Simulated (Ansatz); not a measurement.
## Single-point calculation of C2H6InN

C2H6InN, computed with RKS HSE06-d4/def2-SVP (Ansatz 0.2.0).

The geometry comes from this level: PBE0-D4/def2-TZVP. Figures and captions count atoms from 1; the log counts them from 0 in places.

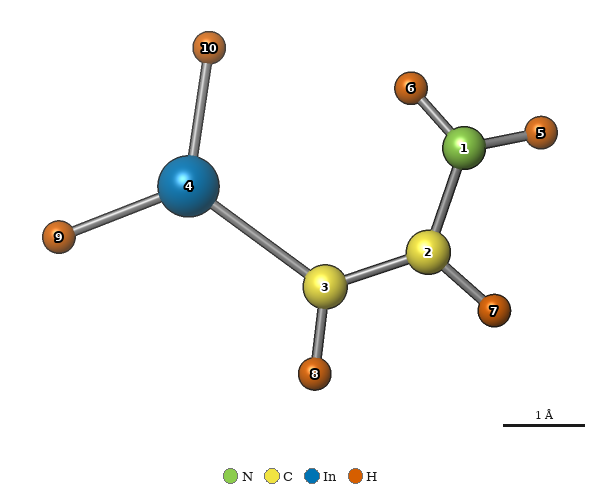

Figure 1. The structure as given in the input (ball-and-stick view, seen on its broad side; atoms are numbered from 1 in the order of the input). Sticks mark near contacts.

Results in brief

```tsv
quantity	value
outcome	converged
total energy	−8826.9125 eV
mean-field energy	−8826.7592 eV
dispersion energy	−0.1533 eV
SCF solution under orbital rotations	stable
largest force (length of the vector)	0.505 eV/Å
dipole moment	2.53 D
hardware	4 threads of Arm Neoverse V2, 23 GiB of memory available, shared host
wall time	1.7 s (CPU time 5.8 s)
peak memory	0.2 GiB
```

Input file
```yaml
crystal:
  periodic: [false, false, false]
  atoms:
    - {symbol: N, position_ang: [1.537776, 0.591315, -0.256217]}
    - {symbol: C, position_ang: [1.019868, -0.496775, 0.385886]}
    - {symbol: C, position_ang: [-0.280457, -0.795751, 0.576609]}
    - {symbol: In, position_ang: [-1.904221, 0.295006, -0.198380]}
    - {symbol: H, position_ang: [2.483239, 0.540271, -0.588795]}
    - {symbol: H, position_ang: [0.914566, 1.157455, -0.810153]}
    - {symbol: H, position_ang: [1.795673, -1.137318, 0.806832]}
    - {symbol: H, position_ang: [-0.468917, -1.679945, 1.175730]}
    - {symbol: H, position_ang: [-3.538362, -0.118500, 0.149032]}
    - {symbol: H, position_ang: [-1.559154, 1.644231, -1.240533]}
basis:
  gaussian: {orbitals: def2-SVP}
hamiltonian: {xc: {name: HSE06}, dispersion: d4}
scf: {lower_state_search: full}
output: {forces: true}
```

Launched with:
```bash
ansatz run in.yaml --threads 4 --pin off --events-out ev --progress --plain --max-ram 10444MiB
```

Output
```
Functional definition: HSE06
  name "HSE06"
  cite "Heyd, Scuseria & Ernzerhof, J. Chem. Phys. 118, 8207 (2003) doi:10.1063/1.1564060"
  cite "Krukau, Vydrov, Izmaylov & Scuseria, J. Chem. Phys. 125, 224106 (2006) doi:10.1063/1.2404663"
  cite "Heyd & Scuseria, J. Chem. Phys. 120, 7274 (2004) doi:10.1063/1.1668634"
  cite "Ernzerhof & Perdew, J. Chem. Phys. 109, 3313 (1998) doi:10.1063/1.476928"
  cite "Perdew, Burke & Ernzerhof, Phys. Rev. Lett. 77, 3865 (1996) doi:10.1103/PhysRevLett.77.3865"
  parent pbe
  parameter a = 0.25
  parameter omega = 0.11/bohr
  # The whole range is PBE's own exchange, as in plane waves. The composition of these papers is wPBEh.
  exchange = pbe_x - a*pbe_x_sr(omega) + a*exact_x_sr(omega)
  correlation = pbe_c
1086 factors; integrals over basis functions are off by at most 1.2e-3 eV
93 factors; integrals over basis functions are off by at most 3.8e-7 eV
mean field evaluation 1: about -8818.7606 eV, gradient 5.6e1 eV
mean field evaluation 2: about -8818.9838 eV, gradient 5.6e1 eV
mean field evaluation 4: about -8825.7371 eV, gradient 1.5e1 eV
mean field evaluation 8: about -8826.7496 eV, gradient 2.1e-1 eV
mean field evaluation 16: about -8826.7592 eV, gradient 7.8e-5 eV
mean field -8826.75915533 eV, -324.3774159661 hartree, gradient 7.9e-5 eV, S^2 0.000000; 0 other end points of the search recorded, 0 dependent functions left out
the calculation of the forces begins
reference -8826.75920330 eV, -324.3774177290 hartree; 23, 23 occupied and 75, 75 virtual orbitals, 1086 factors
Total energy: -8826.91249429 eV, -324.3830510691 hartree
Atom 0 at     1.537776     0.591315    -0.256217 Å, force    -0.038382    -0.183312     0.210083 eV/Å
Atom 1 at     1.019868    -0.496775     0.385886 Å, force     0.262415     0.379908    -0.205734 eV/Å
Atom 2 at    -0.280457    -0.795751     0.576609 Å, force    -0.346053     0.008368    -0.017993 eV/Å
Atom 3 at    -1.904221     0.295006    -0.198380 Å, force    -0.058933     0.029788    -0.021091 eV/Å
Atom 4 at     2.483239     0.540271    -0.588795 Å, force     0.294351     0.009590    -0.095556 eV/Å
Atom 5 at     0.914566     1.157455    -0.810153 Å, force    -0.175967     0.178350    -0.143185 eV/Å
Atom 6 at     1.795673    -1.137318     0.806832 Å, force     0.231870    -0.205882     0.130422 eV/Å
Atom 7 at    -0.468917    -1.679945     1.175730 Å, force    -0.071902    -0.276425     0.187737 eV/Å
Atom 8 at    -3.538362    -0.118500     0.149032 Å, force    -0.104123    -0.020395     0.017610 eV/Å
Atom 9 at    -1.559154     1.644231    -1.240533 Å, force     0.006724     0.080011    -0.062293 eV/Å
Dipole moment:     0.505388     0.001784    -0.150512 e Å
```

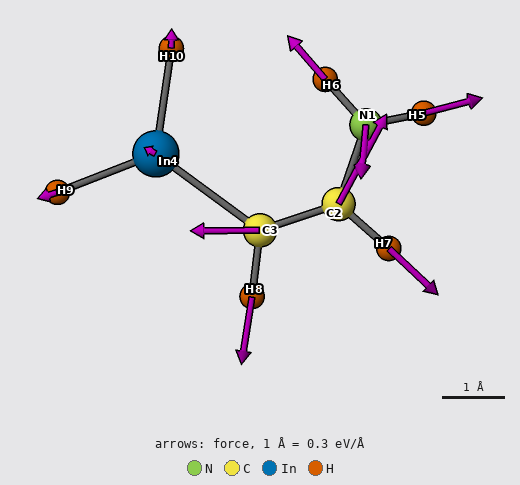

Figure 2. Forces on the atoms as pink arrows (ball-and-stick view, seen at a tilt; atoms are numbered from 1 in the order of the input). The largest act on C2 (0.51 eV/Å); C3 (0.35 eV/Å); H7, H8 (0.34 eV/Å); H5 (0.31 eV/Å), among others. The geometry is not a stationary point of this energy.
